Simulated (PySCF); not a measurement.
# GaH3···C2H2 (SMILES [GaH3].C#C): what the fields show

The calculation's input:

```
{"job": {"kind": "inter", "xc": "wB97M-D3(BJ)", "basis": "def2-TZVPD", "pairs": false}, "charge": 0, "multiplicity": 1, "parts": [{"atoms": "0-3", "charge": 0, "multiplicity": 1}, {"atoms": "4-7", "charge": 0, "multiplicity": 1}]}
Ga     0.184955    -0.097630    -0.003569
H     -0.140794    -0.753323     1.385737
H     -0.266875    -0.813819    -1.329932
H      0.562586     1.428885    -0.073998
C      2.391490    -1.374478    -0.467878
C      2.763793    -0.367053     0.074405
H      2.106643    -2.278769    -0.955768
H      3.125438     0.513395     0.554804
```

Launched as:

```sh
OMP_NUM_THREADS=1 python cluster_run.py task.json out
```

Geometry: PBE0-D3(BJ)/def2-TZVPD.

The calculation used wB97M-D3(BJ)/def2-TZVPD, SCF density, gas phase in PySCF.

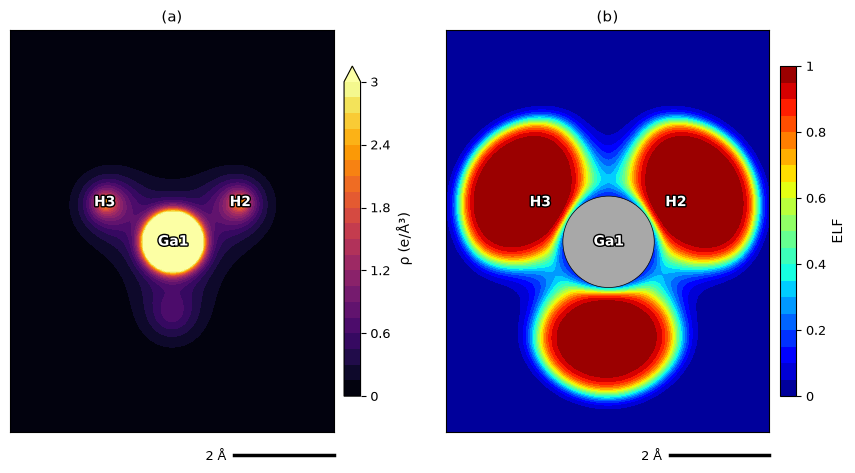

Figure 1. (a) electron density; (b) electron localisation function on the plane of atoms H2, Ga1 and H3. Grey discs cover the atomic cores in the ELF map.

Q: Describe what can be read from this map.

A: Atoms in the plane: Ga and H.
Ga–H (1.57 Å): the density is about 0.97 e/Å³ at the midpoint; the ELF climbs to about 1 towards the hydrogen.

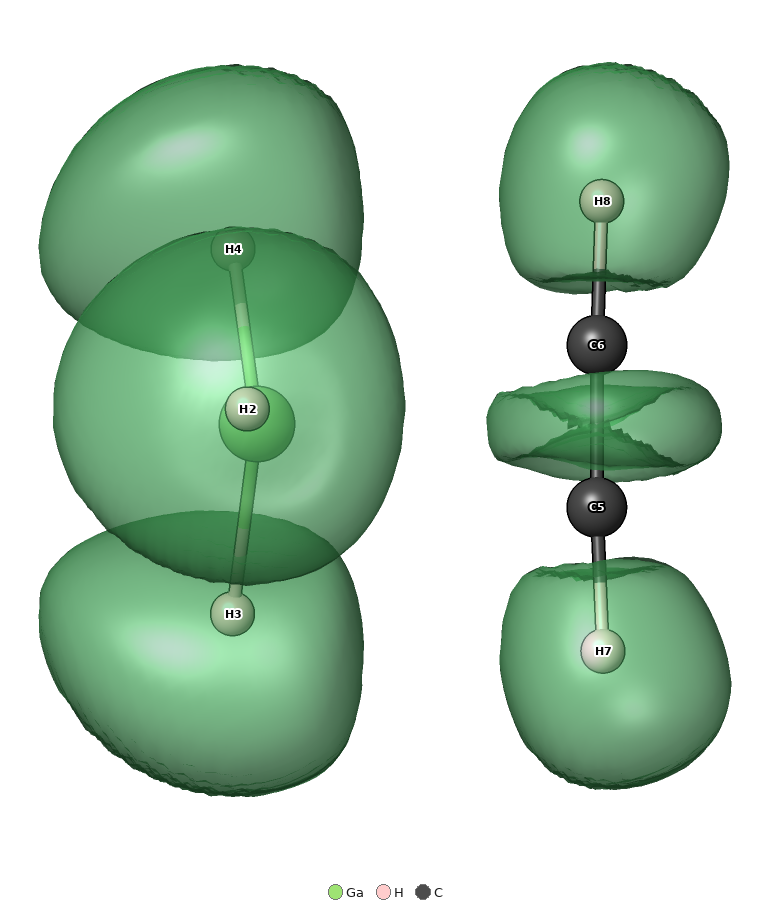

Figure 2. Isosurface of the ELF at 0.8 (green), seen across its widest extent. Only the valence region is drawn (cores and ρ < 0.01 e/Å³ removed).

Q: Identify the bonds, lone pairs and shells in this picture.

A: The ELF exceeds this value in one region between bonded C–C atoms (shared pairs) and five regions around hydrogen nuclei. Profiles from the grid: C5···Ga1 (2.59 Å): the ELF peaks at about 0.75 in the valence shell of C, 0.8 Å from its nucleus, and is about 0.25 at the midpoint. C–C (1.20 Å): the ELF peaks at about 0.85 between the atoms; a short, multiple covalent bond.

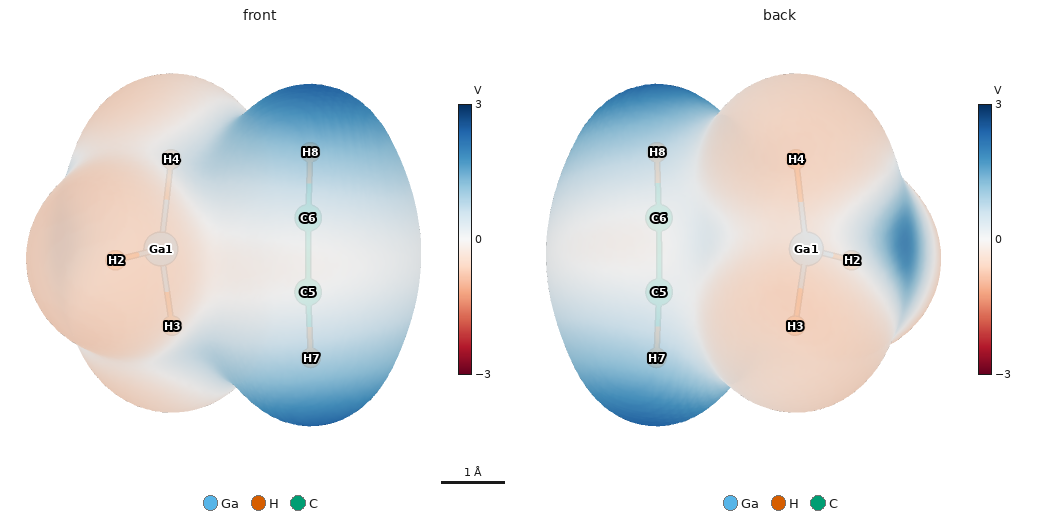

Figure 3. The molecular electrostatic potential painted on the density surface at 0.002 e/bohr³, seen from the front and from behind; red is negative and blue positive.

Q: Describe the electrostatic potential map.

A: The most negative region (about −0.7 V, or −16 kcal/mol for a unit charge) lies over H2, H3 and H4, the most positive (about +2.3 V, or +53 kcal/mol for a unit charge) over H7 and H8.
